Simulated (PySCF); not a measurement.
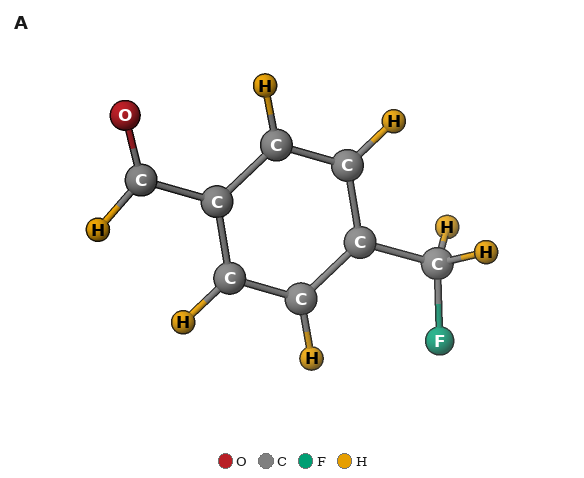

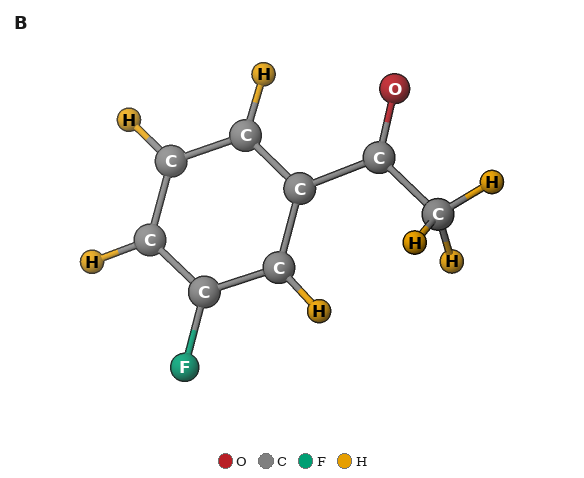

2 stationary structures of one formula. Geometries: PBE0-D3(BJ)/def2-SVP. Electronic energies: PBE0-D3(BJ)/def2-SVP (PySCF 2.14.0), without zero-point energy. No frequency run is at hand to confirm each as a minimum. Each is one conformer, not always the lowest.

How are they related?

They are constitutional isomers of C8H7FO: A `O=Cc1ccc(CF)cc1`, B `CC(=O)c1cccc(F)c1`.

Which is lowest in energy, and by how much?

B is lowest; A lies 8.2 kcal/mol above it.
